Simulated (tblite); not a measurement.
## SiBr$_{4}$F (charge −1): frequency calculation

The run: frequency calculation of SiBr$_{4}$F, charge −1, SMILES F[Si-](Br)(Br)(Br)Br. Method and program: GFN2-xTB harmonic vibrations, gas phase (tblite 0.8.0).

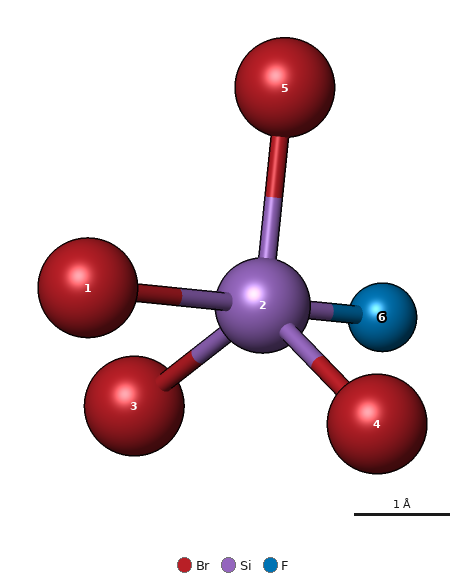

*The input geometry (ball-and-stick view, seen at a tilt; atoms are numbered from 1 in the order of the input).*

Bond lengths as drawn: Br–Si 2.31 to 2.41 Å and F–Si 1.65 Å.

Key numbers:

- outcome: converged
- total energy: −633.5419 eV
- zero-point energy: 4.0200 kcal/mol
- hardware: 1 CPU thread, shared host
- peak memory: 0.45 GiB

Input:
```
{"job": {"kind": "ir", "xc": "GFN2-xTB", "basis": "xTB"}, "charge": -1, "multiplicity": 1}
Br     1.671731     0.864484    -0.738795
Si    -0.340184    -0.152919     0.122286
Br     0.707673    -2.202348     0.260720
Br    -1.493920     0.419019    -1.790614
Br    -0.329418     1.273231     1.934703
F     -1.717691    -0.847619     0.713827
```

The first line tells a small driver script what to run in tblite; the rest is the geometry in Å.

Launched with:
```bash
OMP_NUM_THREADS=1 python <driver script> task.json out
```

What the program printed:
```
mode    cm-1     km/mol
  1      37.8      1.07
  2      38.3      1.07
  3     120.3      7.94
  4     120.5      7.98
  5     134.4      1.40
  6     169.4     15.13
  7     249.1     34.52
  8     249.5     27.11
  9     249.8     34.21
 10     388.9    107.18
 11     388.9    106.88
 12     665.3    135.62
ZPE 16.821  H(298)-E 44.127  G(298)-E -81.112 kJ/mol  S 420.06 J/(mol K)
```

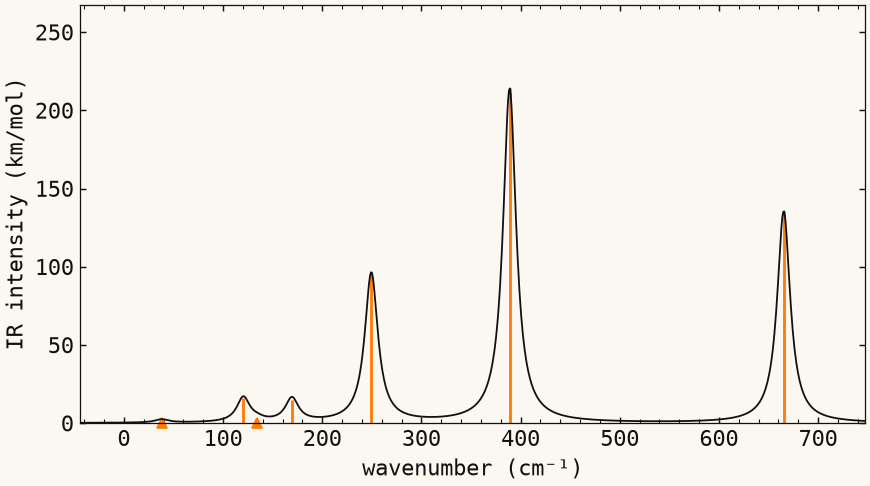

*Harmonic infrared spectrum, unscaled: sticks (degenerate modes added up, dark ones marked on the axis) with a Lorentzian envelope of 16 cm⁻¹ full width, scaled to the tallest stick.*

12 modes from 38 to 665 cm⁻¹, none imaginary. The strongest line is at 389 cm⁻¹ (214 km/mol). All modes, in cm⁻¹ (km/mol): 38 (1.1), 38 (1.1), 120 (7.9), 120 (8.0), 134 (1.4), 169 (15.1), 249 (35), 250 (27), 250 (34), 389 (107), 389 (107), 665 (136).
